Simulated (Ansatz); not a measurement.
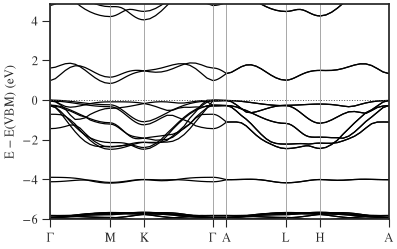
*Band structure from the program Ansatz at the PBE level (PAW)*

Read off the gap and where the band edges lie.

About 0.8 eV (0.84 eV by a search for the band edges); maximum at Γ, minimum at M.

The material is HgI2 in space group P6_3/mmc (No. 194; Hg on 2c, I on 4f).

The cell is a constructed one: a structure type filled with these elements; neither database checked (COD, Materials Project) lists it. COD files the formula under space group No. 36, 137, 141, 142, so this cell is another polymorph or a model. Its standing as an ambient phase is unchecked. Symmetry was held in the PBE relaxation; whether a distortion lowers the energy is not shown. A crystal of weakly bound layers computed without a dispersion correction: the cell and the soft elastic constants depend strongly on that. Scalar-relativistic: spin–orbit coupling is off unless named, which matters more the heavier the elements.

Potentials: the later of the program's two PAW sets.
